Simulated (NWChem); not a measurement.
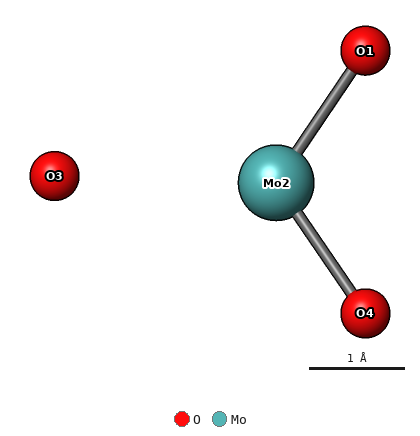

**Figure 1.** The input geometry (ball-and-stick view, seen at a tilt; atoms are numbered from 1 in the order of the input). Sticks mark near contacts. Bond lengths as drawn: Mo–O 1.69 Å.

**MoO3: single-point calculation**

System: MoO3.
Method: CCSD/def2-SVPD, RHF, core potentials def2-SVPD (NWChem 7.3.0).

A bond length was changed on purpose from its optimised value. The run did not end well.

The input
```
start calc
title "MoO3 ccsd"
memory total 2200 mb
charge 0

geometry units angstrom noautosym nocenter noautoz
  load format xyz calc.xyz
end

basis spherical bse
  * library def2-SVPD
end

ecp bse
  Mo library def2-SVPD
end

scf
  thresh 1e-08
  maxiter 80
  noprint "final vectors analysis"
end

ccsd
  freeze core 3
  maxiter 60
end

task ccsd energy
```

File calc.xyz
```
4
MoO3 ccsd
O     -2.284080     0.067080     1.031220
Mo    -1.454180    -0.119620    -0.431580
O      1.507000    -0.607600     0.088800
O     -1.661280     1.250480    -1.402680
```

Machine: 1 thread of Intel Xeon (Sapphire Rapids), 16 GiB of memory available, shared host.

Launch command:
```bash
nwchem calc.nw > calc.out
```

Output
```
Northwest Computational Chemistry Package (NWChem) 7.3.0
             --------------------------------------------------------

           Job information
           ---------------

    nwchem branch   = 7.3.0
    use scalapack   = T
    input           = calc.nw
    prefix          = calc.
    data base       = ./calc.db
    status          = startup
    nproc           =        1

           Memory information
           ------------------

    heap     =     72089596 doubles =      550.0 Mbytes
    stack    =     72089601 doubles =      550.0 Mbytes
    global   =    144179200 doubles =     1100.0 Mbytes (distinct from heap & stack)
    total    =    288358397 doubles =     2200.0 Mbytes
    verify   = yes
    hardfail = no

           Directory information
           ---------------------

  0 permanent = .
  0 scratch   = .

                                NWChem Input Module
                                -------------------

                                     MoO3 ccsd
                                     ---------

 Scaling coordinates for geometry "geometry" by  1.889725989
 (inverse scale =  0.529177249)

                             Geometry "geometry" -> ""
                             -------------------------

 Output coordinates in angstroms (scale by  1.889725989 to convert to a.u.)

  No.       Tag          Charge          X              Y              Z
 ---- ---------------- ---------- -------------- -------------- --------------
    1 O                    8.0000    -2.28408000     0.06708000     1.03122000
    2 Mo                  42.0000    -1.45418000    -0.11962000    -0.43158000
    3 O                    8.0000     1.50700000    -0.60760000     0.08880000
    4 O                    8.0000    -1.66128000     1.25048000    -1.40268000

      Atomic Mass
      -----------

      O                 15.994910
      Mo                97.905500

 Effective nuclear repulsion energy (a.u.)     297.8123752534

            Nuclear Dipole moment (a.u.)
            ----------------------------
        X                 Y               Z
 ---------------- ---------------- ----------------
  -152.2787310912     1.2389799472   -38.5270531538

            XYZ format geometry
            -------------------
     4
 geometry
 O                    -2.28408000     0.06708000     1.03122000
 Mo                   -1.45418000    -0.11962000    -0.43158000
 O                     1.50700000    -0.60760000     0.08880000
 O                    -1.66128000     1.25048000    -1.40268000

 ==============================================================================
                                internuclear distances
 ------------------------------------------------------------------------------
       center one      |      center two      | atomic units |  angstroms
 ------------------------------------------------------------------------------
    2 Mo               |   1 O                |     3.19770  |     1.69215
    4 O                |   2 Mo               |     3.19755  |     1.69207
 ------------------------------------------------------------------------------
                         number of included internuclear distances:          2
 ==============================================================================

 ==============================================================================
                                 internuclear angles
 ------------------------------------------------------------------------------
        center 1       |       center 2       |       center 3       |  degrees
 ------------------------------------------------------------------------------
    1 O                |   2 Mo               |   4 O                |   110.29
 ------------------------------------------------------------------------------
                            number of included internuclear angles:          1
 ==============================================================================

 Summary of "ao basis" -> "" (spherical)
 ------------------------------------------------------------------------------
       Tag                 Description            Shells   Functions and Types
 ---------------- ------------------------------  ------  ---------------------
 *                         def2-SVPD                  on all atoms

                 ECP       "ecp basis" -> "" (cartesian)
                -----
  [basis functions not shown]

                      Basis "ao basis" -> "ao basis" (spherical)
                      -----
  [basis functions not shown]

 Summary of "ao basis" -> "ao basis" (spherical)
 ------------------------------------------------------------------------------
       Tag                 Description            Shells   Functions and Types
 ---------------- ------------------------------  ------  ---------------------
 O                         def2-SVPD                 9       23   4s3p2d
 Mo                        def2-SVPD                12       34   5s4p2d1f

                                 NWChem SCF Module
                                 -----------------

                                     MoO3 ccsd

  ao basis        = "ao basis"
  functions       =   103
  atoms           =     4
  closed shells   =    19
  open shells     =     0
  charge          =   0.00
  wavefunction    = RHF
  input vectors   = atomic
  output vectors  = ./calc.movecs
  use symmetry    = F
  symmetry adapt  = F

 Summary of "ao basis" -> "ao basis" (spherical)
 ------------------------------------------------------------------------------
       Tag                 Description            Shells   Functions and Types
 ---------------- ------------------------------  ------  ---------------------
 O                         def2-SVPD                 9       23   4s3p2d
 Mo                        def2-SVPD                12       34   5s4p2d1f

 Forming initial guess at       0.1s

      Superposition of Atomic Density Guess
      -------------------------------------

 Sum of atomic energies:        -301.37578334

      Non-variational initial energy
      ------------------------------

 Total energy =    -290.702892
 1-e energy   =    -659.825538
 2-e energy   =     250.330744
 HOMO         =      -0.388693
 LUMO         =      -0.165203

 Starting SCF solution at       0.5s

 ----------------------------------------------
         Quadratically convergent ROHF

 Convergence threshold     :          1.000E-08
 Maximum no. of iterations :           80
 Final Fock-matrix accuracy:          1.000E-10
 ----------------------------------------------

              iter       energy          gnorm     gmax       time
             ----- ------------------- --------- --------- --------
                 1     -290.2809637157  3.89D+00  1.03D+00      1.3
                 2     -291.3488424334  1.11D+00  2.99D-01      2.1
  ga_iter_lsolve: convergence stagnant ... aborting solve
                 3     -291.4086811334  1.36D+00  5.33D-01      8.6
                 4     -291.4909692443  4.34D-01  2.09D-01      9.4
                 5     -291.5451408593  5.97D-01  1.77D-01     11.0
                 6     -291.6036007903  5.85D-01  2.44D-01     11.8
                 7     -291.6374451195  1.91D-01  3.08D-02     12.6
                 8     -291.6456991299  2.91D-02  7.11D-03     17.8
  ga_iter_lsolve: convergence stagnant ... aborting solve

 Disabled NR: increased maxiter to  90

                 9     -291.6458643509  2.96D-02  7.28D-03     21.7
                10     -291.6460684094  3.27D-02  8.47D-03     23.3
                11     -291.6462768882  3.94D-02  1.45D-02     24.9
                12     -291.6465263709  4.79D-02  1.41D-02     26.4
                13     -291.6472155479  4.82D-02  9.50D-03     28.0
                14     -291.6475650994  3.38D-02  5.81D-03     29.6
                15     -291.6477427690  3.04D-02  6.48D-03     31.2
                16     -291.6479052468  3.54D-02  6.24D-03     32.8
                17     -291.6480525461  2.12D-02  7.05D-03     33.6
                18     -291.6481833666  2.81D-02  4.86D-03     35.2
                19     -291.6482892281  2.82D-02  5.57D-03     36.8
                20     -291.6484256058  3.47D-02  5.56D-03     38.4
                21     -291.6487838478  5.64D-02  9.07D-03     40.0
                22     -291.6492306191  5.26D-02  8.82D-03     41.6
                23     -291.6494977361  4.00D-02  7.62D-03     42.4
                24     -291.6496492370  1.41D-02  2.84D-03     43.2
                25     -291.6496747815  9.92D-03  2.25D-03     44.8
                26     -291.6496860887  8.20D-03  2.03D-03     45.6
                27     -291.6497029212  1.07D-02  2.06D-03     47.2
                28     -291.6497411194  1.50D-02  3.21D-03     48.9
                29     -291.6497721331  1.44D-02  3.74D-03     50.4
                30     -291.6497929011  8.97D-03  2.00D-03     51.3
                31     -291.6498049065  7.90D-03  1.49D-03     52.9
                32     -291.6498153761  6.53D-03  1.24D-03     54.5
                33     -291.6498206459  6.32D-03  1.56D-03     56.1
                34     -291.6498265792  6.70D-03  1.65D-03     57.7
                35     -291.6498349082  7.25D-03  1.59D-03     59.3
                36     -291.6498422774  7.04D-03  1.22D-03     60.9
                37     -291.6498511612  9.33D-03  1.73D-03     62.5
                38     -291.6498702039  1.34D-02  2.94D-03     64.1
                39     -291.6498949723  8.71D-03  1.36D-03     65.7
                40     -291.6499031213  5.76D-03  1.58D-03     67.3
                41     -291.6499060544  4.28D-03  7.75D-04     68.1
                42     -291.6499069946  2.49D-03  4.78D-04     69.0
                43     -291.6499073870  7.33D-04  1.49D-04     69.8
                44     -291.6499074696  7.14D-04  2.27D-04     71.4
                45     -291.6499075412  4.19D-04  9.62D-05     72.2
                46     -291.6499075849  5.48D-04  1.08D-04     73.8
                47     -291.6499076432  5.91D-04  9.43D-05     75.4
                48     -291.6499076813  5.11D-04  7.88D-05     77.2
                49     -291.6499077214  4.60D-04  9.42D-05     78.8
                50     -291.6499077504  3.58D-04  1.07D-04     80.4
                51     -291.6499077623  2.86D-04  6.30D-05     82.0
                52     -291.6499077705  2.23D-04  7.09D-05     82.8
                53     -291.6499077766  1.34D-04  2.32D-05     84.4
                54     -291.6499077778  6.05D-05  9.87D-06     85.9
                55     -291.6499077781  3.86D-05  6.69D-06     87.6
                56     -291.6499077782  2.98D-05  6.84D-06     89.4
                57     -291.6499077785  4.39D-05  9.88D-06     91.8
                58     -291.6499077790  6.70D-05  1.19D-05     94.2
                59     -291.6499077802  1.25D-04  2.74D-05     95.8
                60     -291.6499077820  1.04D-04  2.07D-05     97.4
                61     -291.6499077831  6.79D-05  1.67D-05     98.9
                62     -291.6499077833  3.22D-05  5.04D-06     99.7
                63     -291.6499077834  1.32D-05  3.38D-06    101.5
                64     -291.6499077834  1.15D-05  1.90D-06    103.1
                65     -291.6499077834  9.41D-06  2.22D-06    104.6
                66     -291.6499077835  6.82D-06  1.07D-06    105.4
                67     -291.6499077835  7.53D-06  1.84D-06    107.0
                68     -291.6499077835  6.26D-06  1.01D-06    109.4
                69     -291.6499077835  5.62D-06  9.94D-07    111.0
                70     -291.6499077835  5.30D-06  8.86D-07    112.6
                71     -291.6499077835  3.92D-06  9.72D-07    114.1
                72     -291.6499077835  2.78D-06  5.63D-07    115.8
                73     -291.6499077835  1.85D-06  4.11D-07    117.4
                74     -291.6499077835  8.55D-07  1.32D-07    118.2
                75     -291.6499077835  6.63D-07  1.19D-07    119.7
                76     -291.6499077835  4.96D-07  1.11D-07    120.5
                77     -291.6499077835  5.06D-07  8.12D-08    122.1
                78     -291.6499077835  4.65D-07  1.34D-07    123.7
                79     -291.6499077835  6.83D-07  1.63D-07    126.1
                80     -291.6499077835  8.46D-07  2.39D-07    127.7
                81     -291.6499077835  7.73D-07  1.12D-07    129.3
                82     -291.6499077835  1.02D-06  3.64D-07    130.9
                83     -291.6499077835  6.20D-07  1.25D-07    132.5
                84     -291.6499077835  5.31D-07  1.40D-07    134.1
                85     -291.6499077835  4.01D-07  9.03D-08    135.7
                86     -291.6499077835  5.21D-07  1.66D-07    137.3
                87     -291.6499077835  5.63D-07  1.37D-07    139.8
                88     -291.6499077835  5.54D-07  1.53D-07    141.4
                89     -291.6499077835  5.04D-07  1.11D-07    143.0
                90     -291.6499077835  4.84D-07  1.32D-07    143.8

      Calculation failed to converge
      ------------------------------

       Final RHF  results
       ------------------

         Total SCF energy =   -291.649907783493
      One-electron energy =   -662.034733664892
      Two-electron energy =    251.592923651293
 Nuclear repulsion energy =    118.791902230107

        Time for solution =    143.4s

             Final eigenvalues
             -----------------

              1
    1  -20.7736
    2  -20.5587
    3  -20.5586
    4   -3.1470
    5   -2.0182
    6   -1.9996
    7   -1.9654
    8   -1.3021
    9   -1.1974
   10   -1.1817
   11   -0.6512
   12   -0.6474
   13   -0.5723
   14   -0.5660
   15   -0.5185
   16   -0.5070
   17   -0.4724
   18   -0.4487
   19   -0.3385
   20   -0.0873
   21   -0.0336
   22    0.0383
   23    0.0604
   24    0.0857
   25    0.0914
   26    0.0977
   27    0.0989
   28    0.1229
   29    0.1643

 center of mass
 --------------
 x =  -2.34934407 y =  -0.00460753 z =  -0.60588202

 moments of inertia (a.u.)
 ------------------
         300.800561942595         120.473114424853         -17.967704048771
         120.473114424853         704.595215379922          81.676059715912
         -17.967704048771          81.676059715912         635.115624280857

  Mulliken analysis of the total density
  --------------------------------------

    Atom       Charge   Shell Charges
 -----------   ------   -------------------------------------------------------
    1 O    8     8.97   1.99  1.10  0.83  0.08  2.71  1.98  0.25  0.01  0.02
    2 Mo  14    12.00  -0.39  1.58  0.84  0.16  0.01  5.97  0.08 -0.11 -0.01  3.50  0.30  0.08
    3 O    8     8.05   1.99  1.21  0.79  0.01  2.47  1.48  0.10  0.00  0.01
    4 O    8     8.97   1.99  1.10  0.83  0.08  2.71  1.98  0.25  0.01  0.02

       Multipole analysis of the density wrt the origin
       ------------------------------------------------

     L   x y z        total         open         nuclear
     -   - - -        -----         ----         -------
     0   0 0 0      0.000000      0.000000     38.000000

     1   1 0 0      1.546164      0.000000    -75.334682
     1   0 1 0     -2.340941      0.000000      7.568353
     1   0 0 1     -0.742959      0.000000    -15.691151

     2   2 0 0    -36.473727      0.000000    398.489089
     2   1 1 0      5.446119      0.000000    -81.187602
     2   1 0 1      2.263608      0.000000     34.481286
     2   0 2 0    -27.431396      0.000000     56.063378
     2   0 1 1      5.069911      0.000000    -47.094029
     2   0 0 2    -31.934801      0.000000     96.126440

 ------------------------------------------------------------------------
 ccsd energy failed                                                                                 0
 ------------------------------------------------------------------------
 ------------------------------------------------------------------------
  current input line :
    29: task ccsd energy
 ------------------------------------------------------------------------
 ------------------------------------------------------------------------
 This type of error is most commonly associated with calculations not reaching convergence criteria
 ------------------------------------------------------------------------

0:ccsd energy failed:Received an Error in Communication
  Errorcode: -1
```

What the run reported

- outcome: not converged
- basis functions: 103
- wall time: 2.4 min
- peak memory: 0.099 GiB

What went wrong

The run did not converge. Its last values are not results. Notes on the run: ccsd energy failed.
